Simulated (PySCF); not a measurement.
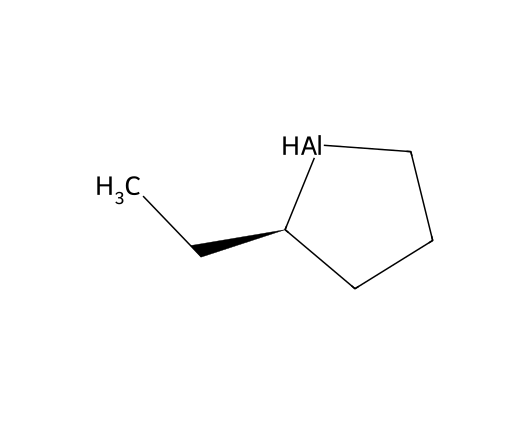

The picture comes from a calculation with PySCF.

2D structure.

### Give its SMILES.

CC[C@@H]1CC[CH2][AlH]1

### What is the molecular formula?

C6H13Al.

### An optimisation with PBE0-D3(BJ)/def2-SVP gave a structure of which point group?

C1.
